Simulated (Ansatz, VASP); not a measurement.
**Cross-check of SiC (Moissanite) between VASP and Ansatz**

Aim: how closely do two programs agree when they are given the same cell, functional and k mesh? The cell is taken from a series of VASP runs on this material, whose earlier steps may have relaxed, scaled or displaced it; both programs get it as it stands. Valence electrons are named where the data sets of a main pair hold unlike numbers.

Main program and level: Ansatz 0.2.0; plane waves, with VASP 6.6.1 beside it; band structure at r2SCAN-EpsX with an exact-exchange share of 0.141.

## 1. The structure

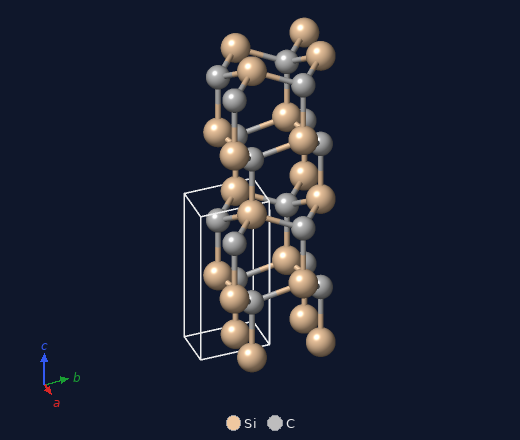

The starting structure, seen slightly off an axis (silicon light orange, carbon light grey). 2×2×2 cells are drawn. Some periodic images of atoms are drawn too.

## 2. Ansatz: band structure, r2SCAN-EpsX with an exact-exchange share of 0.141

Ansatz runs on its default PAW (the set named soft_2) files.

Levels along a path test the potential and the projectors away from the mesh points.

Contents of input.yaml:

```yaml
crystal:
  lattice:
    - [3.076, 0.0, 0.0]
    - [-1.538, 2.663894142, 0.0]
    - [0.0, 0.0, 5.048]
  atoms:
    - { symbol: Si, position: [0.6666666667, 0.3333333333, 0.5] }
    - { symbol: Si, position: [0.3333333333, 0.6666666667, 0.0] }
    - { symbol: C, position: [0.6666666667, 0.3333333333, 0.885] }
    - { symbol: C, position: [0.3333333333, 0.6666666667, 0.385] }
hamiltonian:
  xc: { exchange: r2scan, correlation: r2scan, exx: { coeff: 0.141 } }
  pseudopotentials: { kind: paw }
kpoints:
  mp_grid: { grid: [5, 5, 3] }
  band_path:
    path:
      - [0.0, 0.0, 0.0]
      - [0.44444, 0.0, 0.0]
      - [0.38889, 0.22222, 0.0]
      - [0.33333, 0.33333, 0.0]
      - [0.18519, 0.18519, 0.0]
      - [0.0, 0.0, 0.11111]
      - [0.0, 0.0, 0.5]
      - [0.44444, 0.0, 0.5]
      - [0.38889, 0.22222, 0.5]
      - [0.18519, 0.18519, 0.5]
      - [0.5, 0.0, 0.38889]
      - [0.33333, 0.33333, 0.0]
      - [0.33333, 0.33333, 0.5]
    npoints: 1
scf:
  occupations: { method: gaussian, width: 0.03 }
  n_extra_bands: 8
output:
  forces: true
  stress: true
  eigenvalues: true
```

Run with:

```console
> ansatz run input.yaml --threads 4 --pin off --max-ram 9216MiB --backend cpu --events-out ev --progress --plain --runs-dir out
```

Numbers of over 12 decimals in the logs are rounded to 6 here.

Output:

```text
Warning: output.stress: scf.convergence.dr2_threshold = 1e-7 eV (the SCF's general default) is looser than the 4e-10 eV advised for a printed stress (1e-10 eV for each atom of the cell: 4). What an SCF threshold leaves in a stress goes as its square root, and in the free energy as the threshold itself, and one threshold admits the most on a small cell: [figures from the program's tests cut] Set scf.convergence.dr2_threshold to 4e-10 eV or tighter. The threshold is an SCF's pass mark: one that does not reach it within its budget of iterations ends unconverged, or closes short of it on a stop that the run arms, and scf.convergence.dr2_threshold's page says what that costs each kind of run
Warning: output.stress: scf.exx.energy_threshold = 1e-6 eV is looser than the 4e-8 eV advised for a stress under a hybrid functional (1e-8 eV for each atom of the cell: 4). Every SCF of the exchange loop can meet its threshold on dr2 while the loop round them stops early: no threshold on dr2 bounds what that leaves in the stress. Set scf.exx.energy_threshold to 4e-8 eV or tighter. The threshold is the loop's pass mark: a loop that does not reach it within its budget of cycles ends unconverged, and scf.exx.energy_threshold's page has the law
scf.n_extra_bands = 8 over 8 filled bands (N_el = 16.0): the run solves 16 bands
Engine: ansatz 0.2.0, aarch64-unknown-linux-gnu
Pseudopotentials: kind: paw
Pseudopotential: Si, paw, valence charge 4, recommended cutoff 500 eV (meta_gga), Si.paw.azcp
Pseudopotential: C, paw, valence charge 4, recommended cutoff 500 eV (meta_gga), C.paw.azcp
Functional definition: unnamed
  parameter a_1 = 0.141
  exchange = (1 - a_1)*r2scan_x + a_1*exact_x
  correlation = r2scan_c
Crystal: 4 atoms, lattice volume = 41.364 Å³
Basis set: ecut = 500 eV, 1099 PW (Γ), exchange–correlation on 96×96×160 points (64 copies of the dense FFT grid, shifted against one another)
Bands: 16, of which v1, the nominal top of the filled ones, is band 8 counted from 1 (7 counted from 0)
Symmetry: 12 space group operations
Space group: P63mc (ITA 186), of the structure as read, at distance tolerance 3.5e-5 Å
k-points: 10 of 75 (time reversal used)
Non-local potential: Si, projectors of the file, l = 0: 2, l = 1: 2, l = 2: 2
Non-local potential: C, projectors of the file, l = 0: 2, l = 1: 2, l = 2: 1
PAW form: soft (Blöchl's): semilocal exchange-correlation on the pseudo side does not see the compensation charge
PAW frozen core: Si, regenerated for the run's functional, and the local potential with it (the file was generated under x = pbe(κ = 0.804, μ = 0.219515), c = pbe(β = 0.066725))
PAW frozen core: C, regenerated for the run's functional, and the local potential with it (the file was generated under x = pbe(κ = 0.804, μ = 0.219515), c = pbe(β = 0.066725))
PAW one-centre angular grid: Si, 302 points (default); XC on 160 Gauss nodes
PAW one-centre angular grid: C, 302 points (default); XC on 239 of its mesh's 2573 points in the sphere
Initial density: superposition of atomic densities (neutral atoms: chi_scale 0, normalization atom), corrected by the library's trained network
Initial wavefunctions: pseudopotential atomic-orbital guess
Functional: x = r2scan, c = r2scan; τ floored in thin density (d = 2e-4 eV/Å³), warm-up for x = 0.859 r2scan + 0.141 exact, c = r2scan; τ floored in thin density (d = 2e-4 eV/Å³)
SCF iter   1: F=—  HF=-1782.485796 eV  |F-HF|=—  |Δ(HF+E_count)|=         —  Δρ=6.26e-3  dr2=1.20e-2  dr2_τ=3.99e-1  ethr=1.77e-3  ⟨swp⟩=8.2  Hψ=814  notcnv=0
preconditioner: auto → none  [insulator: Δε(μ)=3.192 eV  Ē_g=14.982 eV  σ=0.030 eV  W_gap=1.00  n_scr=2 (ndim 8)  ℏωp=23.1 eV  f_vac=0.000  D(μ)=0.00/eV (n_scr^D=0)]
SCF iter   2: F=—  HF=-1782.576581 eV  |F-HF|=—  |Δ(HF+E_count)|=   9.08e-2  Δρ=4.07e-3  dr2=3.54e-3  dr2_τ=8.60e-5  ethr=7.49e-5  ⟨swp⟩=5.0  Hψ=535  notcnv=0  defer=1
iter 3 solved again at ethr=2.92e-7 eV; its pass at ethr=2.21e-5 eV (dr2=4.67e-5 eV) is discarded
SCF iter   3: F=-1782.576635 eV  HF=-1782.576614 eV  |F-HF|=2.06e-5  |Δ(HF+E_count)|=   3.33e-5  Δρ=4.24e-4  dr2=4.50e-5  dr2_τ=2.19e-5  ethr=2.92e-7  ⟨swp⟩=3.5  Hψ=645  notcnv=0
SCF 1 stopped early in 3 iterations: F = -1782.576635 eV  dr2 = 4.50e-5
  greatest PAW one-centre occupation: 0.658 electrons in one spin orbital (limit 2), on the C atom at site 3 (counted from 0), in its partial waves of l = 0
Initial density: handed on by an earlier stage of this run
Initial wavefunctions: those handed on with the density
Functional: x = 0.859 r2scan + 0.141 exact, c = r2scan; τ floored in thin density (d = 2e-4 eV/Å³)
Frozen-core exchange: fock
SCF iter   1: F=—  HF=-1782.310407 eV  |F-HF|=—  |Δ(HF+E_count)|=         —  Δρ=1.32e-3  dr2=3.83e-4  dr2_τ=1.69e-5  ethr=2.81e-6  ⟨swp⟩=6.2  Hψ=730  notcnv=0
preconditioner: auto → none  [insulator: Δε(μ)=4.073 eV  Ē_g=16.299 eV  σ=0.030 eV  W_gap=1.00  n_scr=2 (ndim 8)  ℏωp=23.1 eV  f_vac=0.000  D(μ)=0.00/eV (n_scr^D=0)]
SCF iter   2: F=—  HF=-1782.310346 eV  |F-HF|=—  |Δ(HF+E_count)|=   6.13e-5  Δρ=4.76e-4  dr2=8.24e-5  dr2_τ=3.93e-6  ethr=2.18e-6  ⟨swp⟩=2.0  Hψ=240  notcnv=0
SCF iter   3: F=—  HF=-1782.310925 eV  |F-HF|=—  |Δ(HF+E_count)|=   5.79e-4  Δρ=1.23e-4  dr2=3.74e-6  dr2_τ=7.93e-8  ethr=2.72e-7  ⟨swp⟩=3.2  Hψ=318  notcnv=0
SCF iter   4: F=—  HF=-1782.310926 eV  |F-HF|=—  |Δ(HF+E_count)|=   9.19e-7  Δρ=4.44e-5  dr2=6.76e-7  dr2_τ=3.03e-8  ethr=2.05e-8  ⟨swp⟩=3.2  Hψ=268  notcnv=0  defer=3
SCF iter   5: F=—  HF=-1782.310929 eV  |F-HF|=—  |Δ(HF+E_count)|=   3.50e-6  Δρ=2.51e-5  dr2=2.31e-7  dr2_τ=5.47e-9  ethr=2.21e-9  ⟨swp⟩=4.0  Hψ=437  notcnv=0
SCF iter   6: F=-1782.310929 eV  HF=-1782.310929 eV  |F-HF|=9.91e-11  |Δ(HF+E_count)|=  1.11e-10  Δρ=2.07e-6  dr2=9.80e-9  dr2_τ=8.10e-11  ethr=1.39e-9  ⟨swp⟩=2.8  Hψ=271  notcnv=0
SCF 2 converged in 6 iterations: F = -1782.310929 eV  dr2 = 9.80e-9
  Residual-converged pass: ⟨swp⟩=3.0  Hψ=308  notcnv=0  max |occ|·‖R‖ = 5.9e-6 eV (tolerance 6.7e-6 eV)  dr2=9.87e-9  dr2_τ=1.47e-10  dr2_onsite=2.70e-11  max |Δocc| = 0.0e0
  greatest PAW one-centre occupation: 0.657 electrons in one spin orbital (limit 2), on the C atom at site 3 (counted from 0), in its partial waves of l = 0
hybrid outer 1: dexx = +4.826e-4 eV, tail = 1.56e-7 eV
Frozen-core exchange: fock
SCF iter   1: F=—  HF=-1782.310930 eV  |F-HF|=—  |Δ(HF+E_count)|=         —  Δρ=4.82e-6  dr2=6.37e-9  dr2_τ=1.78e-9  ethr=4.86e-9  ⟨swp⟩=5.8  Hψ=507  notcnv=0
preconditioner: auto → none  [insulator: Δε(μ)=4.088 eV  Ē_g=16.304 eV  σ=0.030 eV  W_gap=1.00  n_scr=2 (ndim 8)  ℏωp=23.1 eV  f_vac=0.000  D(μ)=0.00/eV (n_scr^D=0)]
SCF iter   2: F=-1782.310930 eV  HF=-1782.310930 eV  |F-HF|=1.35e-10  |Δ(HF+E_count)|=  4.99e-10  Δρ=1.76e-6  dr2=7.49e-10  dr2_τ=4.22e-11  ethr=3.30e-11  ⟨swp⟩=3.0  Hψ=316  notcnv=0
SCF 3 converged in 2 iterations: F = -1782.310930 eV  dr2 = 7.49e-10
  Residual-converged pass: ⟨swp⟩=3.0  Hψ=310  notcnv=0  max |occ|·‖R‖ = 6.1e-7 eV (tolerance 6.3e-7 eV)  dr2=7.68e-10  dr2_τ=4.21e-11  dr2_onsite=3.01e-11  max |Δocc| = 0.0e0
hybrid outer 2: dexx = +1.081e-9 eV, tail = 1.66e-9 eV, Δε = 1.44e-4 eV (about 1.61e-5 eV left of the loop's levels), ΔF = 2.47e-5 eV/Å (tail 9.88e-5)
NSCF: frozen V_eff on 13 k-points
hybrid SCF converged: 2 outer / 8 inner (+3 warm-up), last move |dexx| = 1.08e-9 eV, tail = 1.66e-9 eV
Stability not checked: this state was not tested for a lower state beside it, because the functional holds exact exchange (a hybrid, or Hartree-Fock), whose exchange loop this test does not read (fock_operator; see scf.lower_state_search)
Free energy (F): -1782.310930 eV
Frozen-core exchange: fock
Harris-Foulkes:  -1782.310930 eV  (|F-HF|=1.35e-10)
Internal energy: -1782.310930 eV  (E = F + TS)
E sigma→0 (E₀):  -1782.310930 eV
Fermi energy:    11.251572 eV
--- Per-component energies (eV) ---
  E_band       = 38.295014
  E_kinetic    = 272.455462
  E_local      = -208.977873  (includes V_loc(G=0)·N_el)
  E_nonlocal   = 99.911577
  E_hartree    = 66.147422
  E_xc         = -177.376908
  E_vxc        = -205.586615  (∫ρ·V_xc dr)
  E_exx        = -20.922380  (= α·E_x^exact, valence–valence)
  E_paw        = -1244.726646  (= ΣΔE_a)
  E_vpaw       = -18.632581  (= ΣTr[D̂ρ^β])
  E_aug_tail   = 0.000017  (compensation charges beyond the density's cutoff)
  E_vtau       = 8.675171  (kinetic-family band-sum trace: ∫τ·v_τ [+ j·A + Jᵃ·Aᵃ] dr)
  E_ewald      = -568.570884
  E_core_change = -0.250717  (= ΣΔE_core)
  E_smearing   = -0.000000  (= −TS)
  E_closure    = 0.000000  (closes the sum)
  Σ components = -1782.310930   (vs F -1782.310930, Δ=0.00e0)
--- Forces (eV/Å), atoms counted from 1 ---
  atom   1  Si     0.00000000     0.00000000     0.76538262
  atom   2  Si    -0.00000000    -0.00000000     0.76538262
  atom   3  C      0.00000000     0.00000000    -0.76538987
  atom   4  C      0.00000000    -0.00000000    -0.76538987
  max |Σ_I F_I| component: 1.45e-5 eV/Å
--- Stress (GPa, compression-positive) ---
       -0.128074       0.000000       0.000000
       -0.000000      -0.128074       0.000000
        0.000000       0.000000      -4.585133
  P = ⅓ Tr σ = -1.6138 GPa (-16.138 kbar)
--- Band table (eV; the first three rows and the last of 10) ---
  k-point 0: bands = [... 4 lower, 7.4673, 8.8811, 8.8811, 9.2076, 15.3020, 16.7258, 17.1862, 17.1862, ... 4 higher]
  k-point 1: bands = [... 4 lower, 7.7804, 7.7804, 8.4829, 8.4829, 15.8256, 17.2294, 17.4355, 17.4355, ... 4 higher]
  k-point 2: bands = [... 4 lower, 6.5020, 6.5834, 8.4184, 8.6068, 14.9702, 17.1043, 17.5752, 18.3775, ... 4 higher]
  k-point 9: bands = [... 4 lower, 3.3009, 4.6248, 6.0937, 7.0866, 14.3881, 16.1892, 16.6971, 17.0947, ... 4 higher]
```

The job ended after 21 s (4 threads of Arm Neoverse V2, shared host; peak memory 0.74 GiB).

In the SCF lines HF is the Harris–Foulkes energy and dr2 the Hartree energy of the density residual, in eV; the loop may stop once dr2 is under the threshold and the program's other checks hold. Hψ counts applications of the Hamiltonian.

(Continued in part 2 of 2.)

[Lines on the potential files, build, host, timing and source positions are cut from VASP's logs without a mark.]

[Logs are printed without paths, hosts, clocks, repeated set-up lines and the standing remarks that a program may print on its own settings, such as how far it seeks lower states.]

[Hosts, paths, dates, database ids (printed as entryN), source tags and the programs' standing remarks are cut or masked in the printed files.]
